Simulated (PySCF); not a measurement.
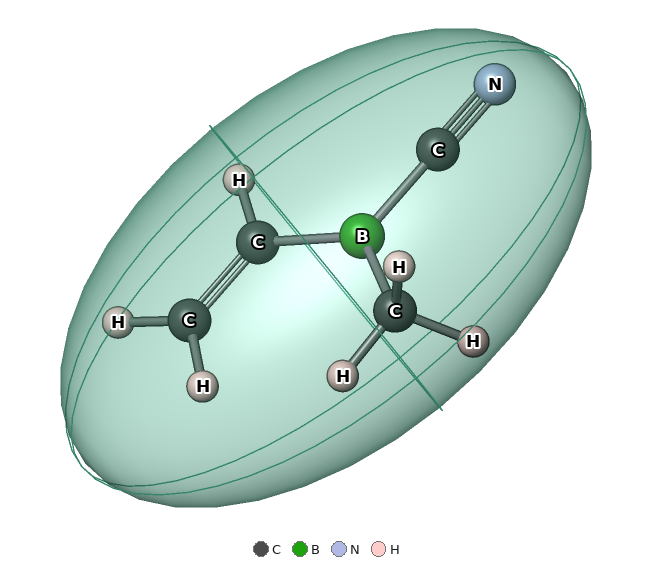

The ellipsoid shows the static dipole polarisability: its half-axes are proportional to the principal values. The geometry was computed by an optimisation with GFN2-xTB. No frequency run is at hand to confirm it as a minimum. Method: CAM-B3LYP/def2-SVPD (PySCF 2.14.0).

Question: Give the principal values, the mean and the anisotropy.

Answer: Principal values 45.4, 62.5, 91.9 bohr³; mean 66.6 bohr³ (9.87 Å³); anisotropy 40.7 bohr³, so the longest axis is 2.02 times the shortest.

The geometry is semi-empirical. Around B such bond lengths and angles can be off by a tenth of an ångström or more and by several degrees, and values that hang on the shape move with them.
